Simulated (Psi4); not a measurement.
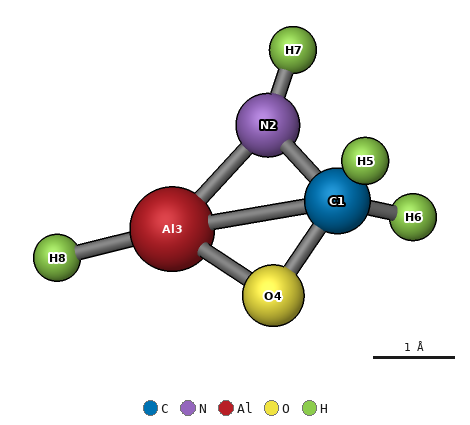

*The structure (ball-and-stick view, seen at a tilt; atoms are numbered from 1 in the order of the input). Sticks mark near contacts.*

**Run report: CH₄AlNO, single-point calculation (part 1 of 2)**

CH₄AlNO, computed with wB97X-D/def2-SVP, UKS (Psi4 1.11).

**The input (job.in)**
```
memory 1.6 GB

molecule {
  C     -0.547226     0.504527    -0.053215
  N      0.283674    -0.004373     1.041485
  Al    -0.257126    -1.616973     0.595885
  O     -1.113726    -0.686573    -0.588215
  H      0.332400     1.276900    -1.213500
  H     -1.345726     1.173527     0.296085
  H      0.814474     0.629527     1.608285
  H     -0.127226    -3.136073     0.964785
  symmetry c1
}

set {
  basis def2-SVP
  reference uks
  guess_mix true
}

set reference uhf
set stability_analysis follow
set max_attempts 5
energy("scf")
set reference uks
set stability_analysis none
set guess read
set guess_mix false

energy_value, wavefunction = energy("wb97x-d", return_wfn=True)
```

Hardware: 1 thread of Intel Xeon (Sapphire Rapids), 32 GiB of memory available, shared host.

Launched with:
```bash
psi4 -n 1 job.in job.out
```

**The program's output**
```
Psi4 1.11 release

   => Loading Basis Set <=

    Name: DEF2-SVP
    Role: ORBITAL
    Keyword: BASIS

         ---------------------------------------------------------
                                   SCF
                              UHF Reference
                        1 Threads,   1525 MiB Core
         ---------------------------------------------------------

  ==> Geometry <==

    Molecular point group: c1
    Full point group: C1

    Geometry (in Angstrom), charge = 0, multiplicity = 1:

       Center              X                  Y                   Z               Mass
    ------------   -----------------  -----------------  -----------------  -----------------
         C           -0.168177550047     1.171189291109    -0.358422710918    12.000000000000
         N            0.662722449953     0.662289291109     0.736277289082    14.003074004430
         AL           0.121922449953    -0.950310708891     0.290677289082    26.981538530000
         O           -0.734677550047    -0.019910708891    -0.893422710918    15.994914619570
         H            0.711448449953     1.943562291109    -1.518707710918     1.007825032230
         H           -0.966677550047     1.840189291109    -0.009122710918     1.007825032230
         H            1.193522449953     1.296189291109     1.303077289082     1.007825032230
         H            0.251822449953    -2.469410708891     0.659577289082     1.007825032230

  Running in c1 symmetry.

  Rotational constants: A =      0.37542  B =      0.25216  C =      0.15818 [cm^-1]
  Rotational constants: A =  11254.75099  B =   7559.53730  C =   4742.20583 [MHz]
  Nuclear repulsion =  157.539933545308998

  Charge       = 0
  Multiplicity = 1
  Electrons    = 38
  Nalpha       = 19
  Nbeta        = 19

  ==> Algorithm <==

  SCF Algorithm Type is DF.
  DIIS enabled.
  MOM disabled.
  Fractional occupation disabled.
  Guess Type is SAD.
  Energy threshold   = 1.00e-06
  Density threshold  = 1.00e-06
  Integral threshold = 1.00e-12

  ==> Primary Basis <==

  Basis Set: DEF2-SVP
    Blend: DEF2-SVP
    Number of shells: 38
    Number of basis functions: 80
    Number of Cartesian functions: 84
    Spherical Harmonics?: true
    Max angular momentum: 2

   => Loading Basis Set <=

    Name: (DEF2-SVP AUX)
    Role: JKFIT
    Keyword: DF_BASIS_SCF

  ==> Integral Setup <==

  DFHelper Memory: AOs need 0.023 GiB; user supplied 1.118 GiB.
  SCF_SUBTYPE=INCORE selected. In-core MEM_DF algorithm will be used.
  Using in-core AOs.

  ==> MemDFJK: Density-Fitted J/K Matrices <==

    J tasked:                   Yes
    K tasked:                   Yes
    wK tasked:                   No
    Memory [MiB]:              1144
    Algorithm:                 Core
    Schwarz Cutoff:           1E-12
    Mask sparsity (%):       0.6250
    Fitting Condition:        1E-10

   => Auxiliary Basis Set <=

  Basis Set: (DEF2-SVP AUX)
    Blend: DEF2-UNIVERSAL-JKFIT
    Number of shells: 137
    Number of basis functions: 429
    Number of Cartesian functions: 510
    Spherical Harmonics?: true
    Max angular momentum: 4

  Minimum eigenvalue in the overlap matrix is 5.0444998360E-03.
  Reciprocal condition number of the overlap matrix is 9.2567343451E-04.
    Using symmetric orthogonalization.

  ==> Pre-Iterations <==

  SCF Guess: Superposition of Atomic Densities via on-the-fly atomic UHF (no occupation information).

   -------------------------
    Irrep   Nso     Nmo
   -------------------------
     A         80      80
   -------------------------
    Total      80      80
   -------------------------

  ==> Iterations <==

                           Total Energy        Delta E     RMS |[F,P]|

   @DF-UHF iter SAD:  -410.19518531860837   -4.10195e+02   0.00000e+00
  Mixing beta HOMO/LUMO orbitals (19,20)
   @DF-UHF iter   1:  -411.01169561012557   -8.16510e-01   7.13584e-03 ADIIS/DIIS
   @DF-UHF iter   2:  -410.74760272818122    2.64093e-01   8.31338e-03 ADIIS/DIIS
   @DF-UHF iter   3:  -410.99249326686083   -2.44891e-01   7.38947e-03 ADIIS/DIIS
   @DF-UHF iter   4:  -411.14787874468294   -1.55385e-01   1.09238e-03 ADIIS/DIIS
   @DF-UHF iter   5:  -411.16346428189138   -1.55855e-02   4.76578e-04 ADIIS/DIIS
   @DF-UHF iter   6:  -411.16717464978473   -3.71037e-03   2.96394e-04 ADIIS/DIIS
   @DF-UHF iter   7:  -411.16828664508870   -1.11200e-03   1.73031e-04 ADIIS/DIIS
   @DF-UHF iter   8:  -411.16880883057155   -5.22185e-04   8.19020e-05 DIIS
   @DF-UHF iter   9:  -411.16890991568880   -1.01085e-04   4.05328e-05 DIIS
   @DF-UHF iter  10:  -411.16893329889734   -2.33832e-05   1.95130e-05 DIIS
   @DF-UHF iter  11:  -411.16893856748209   -5.26858e-06   9.46680e-06 DIIS
   @DF-UHF iter  12:  -411.16894022550719   -1.65803e-06   5.62696e-06 DIIS
   @DF-UHF iter  13:  -411.16894113397046   -9.08463e-07   5.03812e-06 DIIS
   @DF-UHF iter  14:  -411.16894206380351   -9.29833e-07   4.84733e-06 DIIS
   @DF-UHF iter  15:  -411.16894441335353   -2.34955e-06   4.49370e-06 DIIS
   @DF-UHF iter  16:  -411.16895144737992   -7.03403e-06   3.46998e-06 DIIS
   @DF-UHF iter  17:  -411.16895956226739   -8.11489e-06   2.21094e-06 DIIS
   @DF-UHF iter  18:  -411.16896303892247   -3.47666e-06   1.55260e-06 DIIS
   @DF-UHF iter  19:  -411.16896524990636   -2.21098e-06   1.03676e-06 DIIS
   @DF-UHF iter  20:  -411.16896587404869   -6.24142e-07   7.16535e-07 DIIS
  Energy and wave function converged.

    Wavefunction stable under totally symmetric rotations.
    Lowest totally symmetric eigenvalue: 0.001233
    Lowest UHF->UHF stability eigenvalues:
       A 0.001233

    Stability analysis over.

  ==> Post-Iterations <==

   @Spin Contamination Metric:   7.443381508E-05
   @S^2 Expected:                0.000000000E+00
   @S^2 Observed:                7.443381508E-05
   @S   Expected:                0.000000000E+00
   @S   Observed:                0.000000000E+00

    Orbital Energies [Eh]
    ---------------------

    Alpha Occupied:

       1A    -58.468822     2A    -20.525733     3A    -15.535741
       4A    -11.354663     5A     -4.905128     6A     -3.223902
       7A     -3.222698     8A     -3.221518     9A     -1.323835
      10A     -1.115518    11A     -0.814597    12A     -0.704079
      13A     -0.607285    14A     -0.574748    15A     -0.532499
      16A     -0.502407    17A     -0.462400    18A     -0.424856
      19A     -0.347104

    Alpha Virtual:

      20A      0.080995    21A      0.112320    22A      0.126384
      23A      0.162599    24A      0.226290    25A      0.245309
      26A      0.253724    27A      0.309608    28A      0.371236
      29A      0.456399    30A      0.470670    31A      0.506830
      32A      0.527777    33A      0.632179    34A      0.638382
      35A      0.650023    36A      0.685161    37A      0.721465
      38A      0.763723    39A      0.810559    40A      0.861061
      41A      0.878735    42A      0.928219    43A      0.984817
      44A      1.046721    45A      1.090411    46A      1.111961
      47A      1.184604    48A      1.263772    49A      1.348897
      50A      1.366307    51A      1.474523    52A      1.576911
      53A      1.600696    54A      1.690748    55A      1.743285
      56A      1.804512    57A      1.834458    58A      1.860302
      59A      1.900343    60A      1.935554    61A      2.017975
      62A      2.109772    63A      2.162088    64A      2.195252
      65A      2.321699    66A      2.394333    67A      2.457468
      68A      2.535437    69A      2.577667    70A      2.813695
      71A      2.933075    72A      2.948356    73A      3.062298
      74A      3.218961    75A      3.299672    76A      3.311199
      77A      3.378932    78A      3.413744    79A      3.759599
      80A      3.807963

    Beta Occupied:

       1A    -58.468824     2A    -20.525747     3A    -15.535749
       4A    -11.354910     5A     -4.905131     6A     -3.223913
       7A     -3.222699     8A     -3.221520     9A     -1.323943
      10A     -1.115594    11A     -0.815015    12A     -0.704147
      13A     -0.607646    14A     -0.574926    15A     -0.532608
      16A     -0.502424    17A     -0.462436    18A     -0.424973
      19A     -0.346556

    Beta Virtual:

      20A      0.081029    21A      0.112301    22A      0.126355
      23A      0.162313    24A      0.226264    25A      0.245297
      26A      0.253564    27A      0.309608    28A      0.371091
      29A      0.456178    30A      0.470630    31A      0.506824
      32A      0.527771    33A      0.632172    34A      0.638596
      35A      0.649987    36A      0.685634    37A      0.721407
      38A      0.763638    39A      0.810533    40A      0.861102
      41A      0.878509    42A      0.927873    43A      0.984803
      44A      1.046702    45A      1.090354    46A      1.111934
      47A      1.184581    48A      1.263801    49A      1.348898
      50A      1.366219    51A      1.474514    52A      1.576902
      53A      1.600762    54A      1.690796    55A      1.743497
      56A      1.804855    57A      1.834523    58A      1.860334
      59A      1.900320    60A      1.936038    61A      2.018041
      62A      2.109763    63A      2.162041    64A      2.195080
      65A      2.321688    66A      2.394159    67A      2.457413
      68A      2.535313    69A      2.577619    70A      2.813621
      71A      2.932994    72A      2.948324    73A      3.062231
      74A      3.218844    75A      3.299607    76A      3.311109
      77A      3.378836    78A      3.413695    79A      3.759579
      80A      3.807919

    Final Occupation by Irrep:
              A
    DOCC [    19 ]
    SOCC [     0 ]
    NA   [    19 ]
    NB   [    19 ]

  @DF-UHF Final Energy:  -411.16896587404869

   => Energetics <=

    Nuclear Repulsion Energy =            157.5399335453089975
    One-Electron Energy =                -881.6818640956300897
    Two-Electron Energy =                 312.9729646762724542
    Total Energy =                       -411.1689658740486948

  UHF NO Occupations:
  HONO-2 :   17  A 1.9999999
  HONO-1 :   18  A 1.9999999
  HONO-0 :   19  A 1.9999631
  LUNO+0 :   20  A 0.0000369
  LUNO+1 :   21  A 0.0000001
  LUNO+2 :   22  A 0.0000001
  LUNO+3 :   23  A 0.0000001

Computation Completed

Properties will be evaluated at   0.000000,   0.000000,   0.000000 [a0]

Properties computed using the SCF density matrix

 Multipole Moments:

 ------------------------------------------------------------------------------------
     Multipole            Electronic (a.u.)      Nuclear  (a.u.)        Total (a.u.)
 ------------------------------------------------------------------------------------

 L = 1.  Multiply by 2.5417464519 to convert [e a0] to [Debye]
 Dipole X            :         -0.6511488            0.9971690            0.3460201
 Dipole Y            :         -3.7176618            3.3266097           -0.3910521
 Dipole Z            :          0.9345643            0.1316232            1.0661875
 Magnitude           :                                                    1.1871847

 ------------------------------------------------------------------------------------

	total time  =          2 seconds =       0.03 minutes

   => Loading Basis Set <=

    Name: DEF2-SVP
    Role: ORBITAL
    Keyword: BASIS

   => WB97X-D: Empirical Dispersion <=

    Chai and Head-Gordon Dispersion Correction

        s6 =       1.000000

         ---------------------------------------------------------
                                   SCF
                              UKS Reference
                        1 Threads,   1525 MiB Core
         ---------------------------------------------------------

  ==> Geometry <==
```
